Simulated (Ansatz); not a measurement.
# The cluster Mg14S14: one molecule under many settings

How do the results and run time of the cluster Mg14S14 respond when the settings are drawn wide?

Computed with Ansatz 0.2.0, Gaussian basis. Level: the settings change from run to run.

**1. The molecule**

The structure was relaxed beforehand with PBE-D4/def2-SVP, loosely relaxed.

28 atoms, charge 0, spin multiplicity 1.

Atoms are counted from 1 here; the program's logs count them from 0.

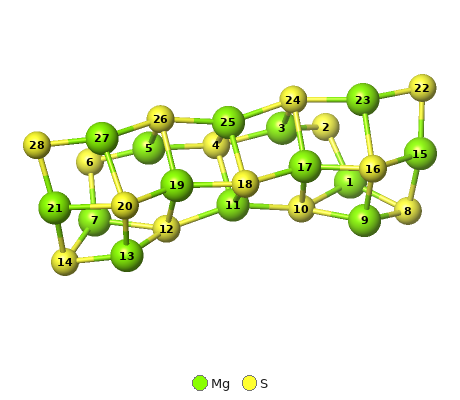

The structure; magnesium green, sulfur yellow; atoms are numbered from 1 in the order of the file.

**2. B3LYP5/STO-3G**

in.yaml

```yaml
crystal:
  periodic: [false, false, false]
  atoms:
    - {symbol: Mg, position_ang: [0.364245, -5.200710, 0.197724]}
    - {symbol: S, position_ang: [0.033269, -4.969495, -2.071420]}
    - {symbol: Mg, position_ang: [0.251296, -2.679146, -1.750241]}
    - {symbol: S, position_ang: [-1.117121, -0.642270, -1.545811]}
    - {symbol: Mg, position_ang: [-2.192936, 1.562838, -1.748894]}
    - {symbol: S, position_ang: [-4.288044, 2.512149, -2.073692]}
    - {symbol: Mg, position_ang: [-4.312286, 2.920594, 0.194154]}
    - {symbol: S, position_ang: [1.837904, -6.191156, 1.898964]}
    - {symbol: Mg, position_ang: [1.966053, -3.890307, 2.501480]}
    - {symbol: S, position_ang: [0.133290, -2.784942, 1.303661]}
    - {symbol: Mg, position_ang: [-0.828941, -0.482449, 0.911497]}
    - {symbol: S, position_ang: [-2.341618, 1.500239, 1.305156]}
    - {symbol: Mg, position_ang: [-2.388687, 3.650818, 2.486819]}
    - {symbol: S, position_ang: [-4.449519, 4.690309, 1.895518]}
    - {symbol: Mg, position_ang: [3.817264, -5.532839, 0.611513]}
    - {symbol: S, position_ang: [3.947914, -2.969095, 1.449986]}
    - {symbol: Mg, position_ang: [2.231802, -1.420289, 0.715545]}
    - {symbol: S, position_ang: [1.353748, 0.789976, 1.162928]}
    - {symbol: Mg, position_ang: [-0.121126, 2.652772, 0.708104]}
    - {symbol: S, position_ang: [-0.593928, 4.912744, 1.451305]}
    - {symbol: Mg, position_ang: [-2.885030, 6.064292, 0.602204]}
    - {symbol: S, position_ang: [4.907990, -5.328835, -1.429720]}
    - {symbol: Mg, position_ang: [4.033300, -3.197415, -1.209997]}
    - {symbol: S, position_ang: [2.465956, -1.391771, -1.772061]}
    - {symbol: Mg, position_ang: [1.048637, 0.603043, -1.368369]}
    - {symbol: S, position_ang: [0.034725, 2.826960, -1.779608]}
    - {symbol: Mg, position_ang: [-0.750742, 5.084855, -1.210390]}
    - {symbol: S, position_ang: [-2.157392, 6.909130, -1.436356]}
basis:
  gaussian: {orbitals: STO-3G}
hamiltonian: {xc: {name: B3LYP5}}
scf: {omitted_lower_state_checks: [starts]}
output: {forces: true}
```

The run is started by

```console
> ansatz run in.yaml --threads 2 --pin off --events-out ev --progress --plain --max-ram 32768MiB --backend cuda --devices 0, --max-vram 18GiB
```

The program printed (excerpt; [...] marks lines left out):

```text
Functional definition: B3LYP5
  name "B3LYP5"
  cite "Stephens, Devlin, Chabalowski & Frisch, J. Phys. Chem. 98, 11623 (1994) doi:10.1021/j100096a001"
  cite "Becke, Phys. Rev. A 38, 3098 (1988) doi:10.1103/PhysRevA.38.3098"
  cite "Lee, Yang & Parr, Phys. Rev. B 37, 785 (1988) doi:10.1103/PhysRevB.37.785"
  cite "Vosko, Wilk & Nusair, Can. J. Phys. 58, 1200 (1980) doi:10.1139/p80-159"
[...]
2603 factors; integrals over basis functions are off by at most 1.4e-4 eV
[...]
mean field -225285.67112798 eV, -8279.0957098408 hartree, gradient 5.8e-5 eV, S^2 0.000000; 0 other end points of the search recorded, 0 dependent functions left out
[...]
reference -225285.67161727 eV, -8279.0957278220 hartree; 196, 196 occupied and 56, 56 virtual orbitals, 2603 factors
Total energy: -225285.67161727 eV, -8279.0957278220 hartree
Atom 0 at     0.364245    -5.200710     0.197724 Å, force     0.938050     1.069173    -0.569180 eV/Å
Atom 1 at     0.033269    -4.969495    -2.071420 Å, force     0.571612     2.159686     2.945408 eV/Å
Atom 2 at     0.251296    -2.679146    -1.750241 Å, force     0.588194    -0.112111     0.501466 eV/Å
Atom 3 at    -1.117121    -0.642270    -1.545811 Å, force     2.207507     1.243582     2.037474 eV/Å
Atom 4 at    -2.192936     1.562838    -1.748894 Å, force     0.200382     0.527284     0.482527 eV/Å
Atom 5 at    -4.288044     2.512149    -2.073692 Å, force     2.185402    -0.561251     2.957130 eV/Å
[...]
Atom 12 at    -2.388687     3.650818     2.486819 Å, force    -0.198222     0.259207    -2.900402 eV/Å
Atom 13 at    -4.449519     4.690309     1.895518 Å, force     3.437396    -1.297571    -2.119247 eV/Å
Atom 14 at     3.817264    -5.532839     0.611513 Å, force    -0.804439     1.338983    -0.774686 eV/Å
Atom 15 at     3.947914    -2.969095     1.449986 Å, force    -3.018778    -0.760555    -1.264701 eV/Å
Atom 16 at     2.231802    -1.420289     0.715545 Å, force    -0.591333    -1.003200    -0.836273 eV/Å
Atom 17 at     1.353748     0.789976     1.162928 Å, force    -2.241504    -1.353953    -2.631028 eV/Å
Atom 18 at    -0.121126     2.652772     0.708104 Å, force    -1.117831    -0.074066    -0.802260 eV/Å
Atom 19 at    -0.593928     4.912744     1.451305 Å, force    -2.222013    -2.290560    -1.317628 eV/Å
Atom 20 at    -2.885030     6.064292     0.602204 Å, force     0.759911    -1.308974    -0.757486 eV/Å
Atom 21 at     4.907990    -5.328835    -1.429720 Å, force    -2.161168     2.057458     2.333534 eV/Å
Atom 22 at     4.033300    -3.197415    -1.209997 Å, force    -0.426509    -0.808185     1.229609 eV/Å
Atom 23 at     2.465956    -1.391771    -1.772061 Å, force    -1.713799    -1.257142     2.527724 eV/Å
Atom 24 at     1.048637     0.603043    -1.368369 Å, force    -1.245204    -0.715660     1.445872 eV/Å
Atom 25 at     0.034725     2.826960    -1.779608 Å, force    -1.998327    -0.789740     2.554506 eV/Å
Atom 26 at    -0.750742     5.084855    -1.210390 Å, force    -0.893035     0.066205     1.196828 eV/Å
Atom 27 at    -2.157392     6.909130    -1.436356 Å, force     0.688074    -2.918100     2.338589 eV/Å
Dipole moment:     0.451811     0.261261     2.507667 e Å
Checks for a lower state left out: starts
```

Run time: 16 s. Hardware: 1 × H100 (card shared with other runs) with 2 threads of AMD EPYC 7R13, shared host; peak host memory 2 GiB.

Largest force 4.242 eV/Å, dipole 12.30 D.

**3. PBE0/def2-mTZVP**

Set apart from the defaults: density fitting with def2-universal-jkfit, D4 dispersion.

in.yaml, as its differences from that of step 2:

```diff
@@ -32,5 +32,4 @@
 basis:
-  gaussian: {orbitals: STO-3G}
-hamiltonian: {xc: {name: B3LYP5}}
+  gaussian: {orbitals: def2-mTZVP, fitting: {mean_field: def2-universal-jkfit}}
+hamiltonian: {xc: {name: PBE0}, dispersion: d4}
 scf: {omitted_lower_state_checks: [starts]}
-output: {forces: true}
```

Same command.

The program printed (excerpt; [...] marks lines left out):

```text
Functional definition: PBE0
  name "PBE0"
  cite "Adamo & Barone, J. Chem. Phys. 110, 6158 (1999) doi:10.1063/1.478522"
  cite "Perdew, Burke & Ernzerhof, Phys. Rev. Lett. 77, 3865 (1996) doi:10.1103/PhysRevLett.77.3865"
  parent pbe
[...]
3360 factors; integrals over basis functions are off by at most 2.8e-2 eV
[...]
mean field -227870.29247109 eV, -8374.0787922807 hartree, gradient 6.0e-5 eV, S^2 0.000000; 0 other end points of the search recorded, 0 dependent functions left out
reference -227870.29255867 eV, -8374.0787954993 hartree; 196, 196 occupied and 308, 308 virtual orbitals, 3360 factors
Total energy: -227872.80871933 eV, -8374.1712626981 hartree
Checks for a lower state left out: starts
```

Wall time 17 s (1 × H100 (card shared with other runs) with 2 threads of AMD EPYC 7R13, shared host); peak host memory 1 GiB.

**4. RPA/6-31G**

in.yaml, as its differences from that of step 3:

```diff
@@ -32,4 +32,4 @@
 basis:
-  gaussian: {orbitals: def2-mTZVP, fitting: {mean_field: def2-universal-jkfit}}
-hamiltonian: {xc: {name: PBE0}, dispersion: d4}
-scf: {omitted_lower_state_checks: [starts]}
+  gaussian: {orbitals: 6-31G}
+hamiltonian: {xc: {name: HF}}
+correlation: {method: rpa}
```

Launched as before.

The program printed:

```text
Functional definition: HF
  name "HF"
  cite "Fock, Z. Phys. 61, 126 (1930) doi:10.1007/BF01340294"
  parent pbe
  exchange = exact_x
  correlation = 0
3808 factors; integrals over basis functions are off by at most 4.3e-5 eV
mean field evaluation 1: about -227496.0474 eV, gradient 5.5e1 eV
mean field evaluation 2: about -227498.8382 eV, gradient 5.7e1 eV
mean field evaluation 4: about -227513.9609 eV, gradient 5.6e0 eV
mean field evaluation 8: about -227514.2523 eV, gradient 9.2e-1 eV
mean field evaluation 16: about -227514.2568 eV, gradient 1.9e-6 eV
mean field -227514.25676236 eV, -8360.9947213146 hartree, gradient 2.9e-6 eV, S^2 0.000000; 0 other end points of the search recorded, 0 dependent functions left out
84 core orbitals not correlated: weight in the atoms' cores, before any rotation towards them, 1.000 or more for the frozen orbitals, at most 0.000 for the correlated occupied ones
reference -227514.25676236 eV, -8360.9947213146 hartree; 112, 112 occupied and 168, 168 virtual orbitals, 3808 factors
Total energy: -227543.35744665 eV, -8362.0641517370 hartree
```

It took 18 s on 1 × H100 (card shared with other runs) with 2 threads of AMD EPYC 7R13, shared host; peak host memory 1.9 GiB.

**5. The runs in one table**

```
          level  charge  multiplicity  geometry  functions  energy (eV)  time
  B3LYP5/STO-3G       0             1   relaxed        252  -225285.672  16 s
PBE0/def2-mTZVP       0             1   relaxed        504  -227872.809  17 s
      RPA/6-31G       0             1   relaxed        364  -227543.357  18 s
```

**6. Results**

| quantity | value |
| --- | --- |
| runs | 3 |
| quickest | B3LYP5/STO-3G, 16 s |
| slowest | RPA/6-31G, 18 s |
| spread of total energies, same state and geometry | 2587.1 eV |

What this shows: The times lie within a factor of two. The totals spread over 2587 eV; they can't be compared across methods or bases. At the PBE-D4/def2-SVP, loosely relaxed geometry and in the same state, runs without warnings or point charges leave forces up to 4.24 eV/Å (B3LYP5/STO-3G).
